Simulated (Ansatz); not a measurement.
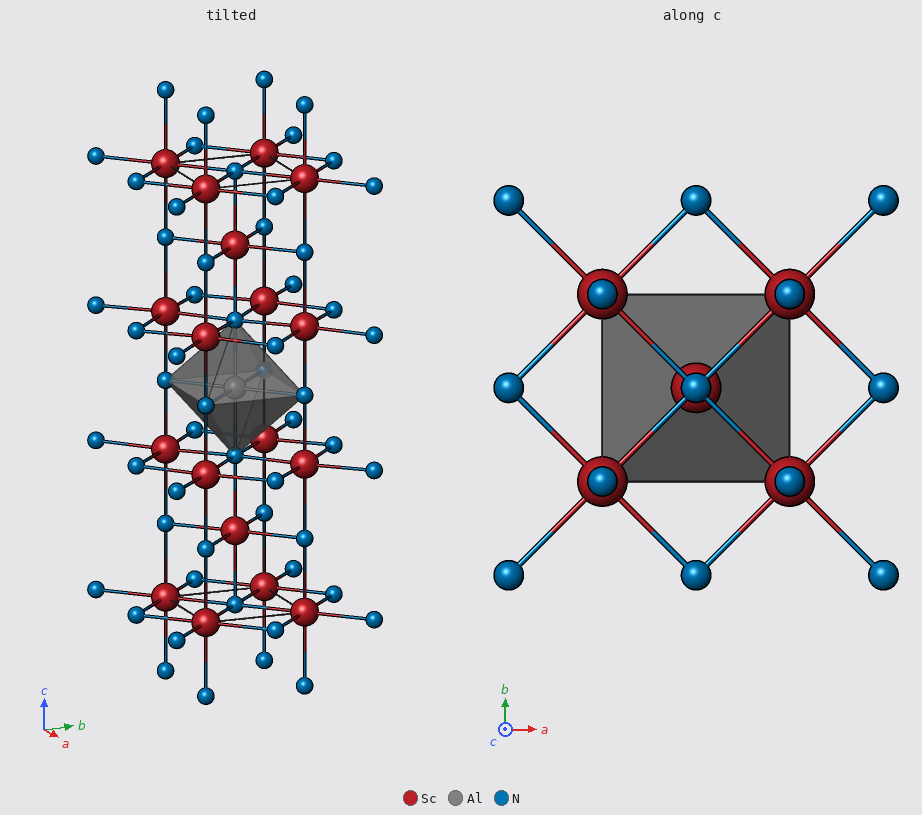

We look at a polyhedral model of the crystal slightly off an axis and along the c axis. The edges of the conventional unit cell are marked. Some neighbours outside the box are added.

Sc5AlN6, space group P4/mmm (No. 123), a = 3.160 Å, b = 3.160 Å, c = 13.294 Å, α = 90.00°, β = 90.00°, γ = 90.00°. Source of the structure: a structure type filled with these elements by a generator (whether the compound takes this form wasn't checked). Earlier steps of the study, as a rule a relaxation of our own, may have changed the cell and positions, so they can lie some per cent off the listed ones. Ansatz was used for an electronic-structure calculation on it.

This one geometry was computed with Ansatz (DFT, plane waves, PAW) at three levels of theory: PBEsol, PBE and r2SCAN.

Which level gives the highest pressure at this volume, and what does that say about its equilibrium volume?

Highest: PBE (0.0 GPa), which points to the largest equilibrium volume. Lowest, with the smallest volume: PBEsol (-5.9 GPa). Levels within 0.5 GPa of each other can't be told apart.

How does the band gap change with the level of theory?

PBEsol: a metal; PBE: a gap of 0.06 eV, direct; r2SCAN: a gap of 0.42 eV, direct.

Collect the results in a table.

| level | cutoff (eV) | k-mesh of the run's cell | gap (eV) | pressure (GPa) |
| --- | --- | --- | --- | --- |
| PBEsol | 420 | 12×12×4 | metal | -5.9 |
| PBE | 420 | 12×12×4 | 0.06 | 0.0 |
| r2SCAN | 500 | 12×12×4 | 0.42 | -2.4 |

Gaps are taken on the k-mesh or band path of each run.
